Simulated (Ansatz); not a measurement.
**NH3 (SMILES N): levels of theory compared**

Aim: a comparison of 6 runs (B3LYP/3-21G, BLYP/6-31G, PBE/6-31G, r2SCAN0/6-31G, wB97X/6-31G, UCCSD(T)/3-21G) of NH3. 

Program for the calculation: Ansatz 0.2.0.

48 further runs of the same task are left out: 48 set aside as unsound or not needed.

### Step 1. The molecule

The species is NH3 (4 atoms), meant as a singlet with charge 0. SMILES: `N`. The H2–N1 distance was set to 1.266 Å, away from the relaxed value.

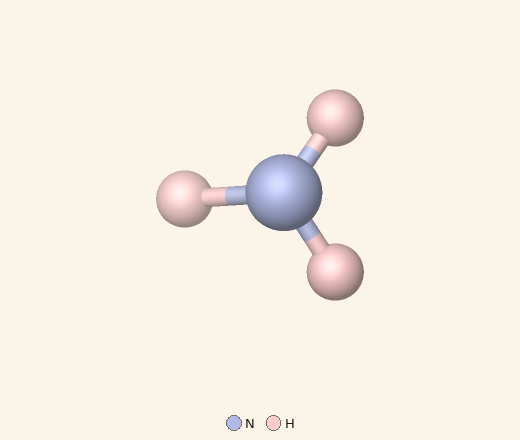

Viewed from a chosen angle; nitrogen light blue, hydrogen pink.

### Step 2. A single-point energy at B3LYP/3-21G (run 1)

molecule.yaml

```yaml
crystal:
  periodic: [false, false, false]
  atoms:
    - {symbol: N, position_ang: [-0.209994, 0.387282, -0.048620]}
    - {symbol: H, position_ang: [0.490470, -0.301820, 0.749180]}
    - {symbol: H, position_ang: [-1.027564, -0.164128, -0.278460]}
    - {symbol: H, position_ang: [0.326836, 0.492092, -0.900750]}
basis:
  gaussian:
    orbitals: 3-21G.json
hamiltonian:
  xc: {name: B3LYP}
accuracy: high
```

The basis set 3-21G is read from a file made from the Basis Set Exchange's data (not shown).

Launch:

```bash
$ ansatz run molecule.yaml --threads 1 --pin off --max-ram 3480MiB --events-out events.jsonl --progress --plain --runs-dir runs
```

The program printed:

```text
Warning: RAYON_NUM_THREADS=1 ignored (pool sized by the plan → 1); use --threads N
Functional definition: B3LYP
  name "B3LYP"
  parameter a0 = 0.2
  parameter ax = 0.72
  parameter ac = 0.81
  exchange = (1 - a0 - ax)*slater_x + ax*b88_x + a0*exact_x
  correlation = (1 - ac)*vwn_rpa_c + ac*lyp_c
290 factors; integrals over basis functions are off by at most 2.8e-9 eV
mean field evaluation 1: about -1525.8415 eV, gradient 4.2e1 eV
mean field evaluation 2: about -1522.7381 eV, gradient 5.5e1 eV
mean field evaluation 4: about -1529.3408 eV, gradient 2.1e-1 eV
mean field evaluation 8: about -1529.3319 eV, gradient 2.6e-3 eV
mean field evaluation 16: about -1529.3319 eV, gradient 2.3e-8 eV
mean field -1529.33188783 eV, -56.2019102594 hartree, gradient 2.3e-8 eV, S^2 0.000000; 0 other end points of the search recorded, 0 dependent functions left out
reference -1529.33190894 eV, -56.2019110353 hartree; 5, 5 occupied and 10, 10 virtual orbitals, 290 factors
Total energy: -1529.33190894 eV, -56.2019110353 hartree
```

Run time: 0.36 s. Hardware: 1 thread of Intel Xeon 6975P-C (Granite Rapids), shared host.

### Step 3. The energy at BLYP/6-31G (run 2)

input.yaml

```yaml
basis:
  gaussian:
    orbitals: 6-31G
crystal:
  periodic: [false, false, false]
  atoms:
    - {symbol: "N", position_ang: [-0.209994, 0.387282, -0.048620]}
    - {symbol: H, position_ang: [0.490470, -0.301820, 0.749180]}
    - {symbol: H, position_ang: [-1.027564, -0.164128, -0.278460]}
    - {symbol: H, position_ang: [0.326836, 0.492092, -0.900750]}
hamiltonian:
  xc: {name: BLYP}
accuracy: high
```

Launch:

```bash
$ ansatz run input.yaml --threads 1 --pin off --max-ram 3480MiB --events-out events.jsonl --progress --plain --runs-dir runs
```

The program printed:

```text
Warning: RAYON_NUM_THREADS=1 ignored (pool sized by the plan → 1); use --threads N
Functional definition: BLYP
  name "BLYP"
  parameter beta = 0.0042
  parameter a = 0.04918
  parameter b = 0.132
  parameter c = 0.2533
  parameter d = 0.349
  exchange = b88_x(beta = beta)
  correlation = lyp_c(a = a, b = b, c = c, d = d)
350 factors; integrals over basis functions are off by at most 1.2e-8 eV
mean field evaluation 1: about -1529.8765 eV, gradient 5.7e1 eV
mean field evaluation 2: about -1510.8831 eV, gradient 9.4e1 eV
mean field evaluation 4: about -1536.7530 eV, gradient 1.3e0 eV
mean field evaluation 8: about -1536.7538 eV, gradient 9.5e-4 eV
mean field evaluation 16: about -1536.7538 eV, gradient 1.1e-7 eV
mean field -1536.75384086 eV, -56.4746620023 hartree, gradient 1.7e-9 eV, S^2 0.000000; 0 other end points of the search recorded, 0 dependent functions left out
reference -1536.75386861 eV, -56.4746630224 hartree; 5, 5 occupied and 10, 10 virtual orbitals, 350 factors
Total energy: -1536.75386861 eV, -56.4746630224 hartree
```

It took 0.34 s on 1 thread of Intel Xeon 6975P-C (Granite Rapids), shared host.

Runs 3 to 5 aren't shown in full; the table further down has their settings and results.

### Step 4. The energy at UCCSD(T)/3-21G (run 6)

in.yaml

```yaml
crystal:
  periodic: [false, false, false]
  atoms:
    - {symbol: N, position_ang: [-0.209994, 0.387282, -0.048620]}
    - {symbol: H, position_ang: [0.490470, -0.301820, 0.749180]}
    - {symbol: H, position_ang: [-1.027564, -0.164128, -0.278460]}
    - {symbol: H, position_ang: [0.326836, 0.492092, -0.900750]}
basis:
  gaussian:
    orbitals: 3-21G.json
magnetization:
  spin_polarized: true
correlation:
  method: ccsd_t
  frozen_orbitals: {H: 0, "N": 1}
accuracy: high
scf:
  omitted_lower_state_checks: [cluster_reference, increment]
```

The basis set 3-21G is read from a file made from the Basis Set Exchange's data (not shown).

Launch:

```bash
$ ansatz run in.yaml --threads 1 --pin off --max-ram 3480MiB --events-out events.jsonl --progress --plain --runs-dir runs
```

The program printed (excerpt; [...] marks lines left out):

```text
Warning: RAYON_NUM_THREADS=1 ignored (pool sized by the plan → 1); use --threads N
Functional definition: HF
  name "HF"
[...]
290 factors; integrals over basis functions are off by at most 2.8e-9 eV
[...]
mean field -1519.39879709 eV, -55.8368759077 hartree, gradient 5.9e-8 eV, S^2 0.000000; 0 other end points of the search recorded, 0 dependent functions left out
1 core orbitals not correlated: weight in the atoms' cores, before any rotation towards them, 1.000 or more for the frozen orbitals, at most 0.000 for the correlated occupied ones
reference -1519.39879709 eV, -55.8368759077 hartree; 4, 4 occupied and 10, 10 virtual orbitals, 290 factors
second order -3.20370011 eV of doubles, -0.00000000 eV of singles
cycle   1  -3.42642321 eV  change   -2.2e-1 eV  update   4.4e-2
[...]
cycle  19  -3.61175066 eV  change   2.3e-10 eV  update  4.8e-10
perturbative correction -0.06449477 eV, -0.0023701392 hartree
Total energy: -1523.07504253 eV, -55.9719754356 hartree
Checks for a lower state left out: cluster_reference, increment
```

It took 0.12 s on 1 thread of Intel Xeon 6975P-C (Granite Rapids), shared host.

### Step 5. The series

```tsv
run	level	frozen core orbitals	energy (Eh)	wall time
1	B3LYP/3-21G	–	-56.201911	0.36 s
2	BLYP/6-31G	–	-56.474663	0.34 s
3	PBE/6-31G	–	-56.425143	0.28 s
4	r2SCAN0/6-31G	–	-56.450629	0.62 s
5	wB97X/6-31G	–	-56.478214	1.1 s
6	UCCSD(T)/3-21G	1	-55.971975	0.12 s
```

### Step 6. Summary of results

```
                                         quantity         value
                              run 6: total energy  -55.97198 Eh
run 6: correlation energy (1 core orbital frozen)    -135.1 mEh
                            run 6: (T) correction     -2.37 mEh
                             run 6: T1 diagnostic         0.008
```

**Reading.** Totals of different functionals can't be ranked against each other. All runs together took 2.8 s, the longest 1.1 s.
